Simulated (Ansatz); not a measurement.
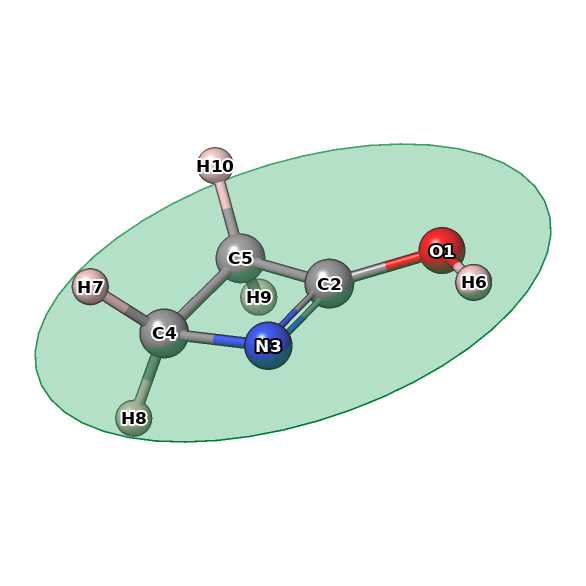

A disc through the centre of mass is drawn in. Atoms fade into the background with distance from the viewer. Computed geometry: PBE0-D4/def2-TZVP optimisation.

Is the plane of the disc a mirror plane of the structure?

Yes. The reflection leaves O1, C2, N3, C4, C5, H6 in place and moves H7 ↔ H8; H9 ↔ H10. The point group is Cs.
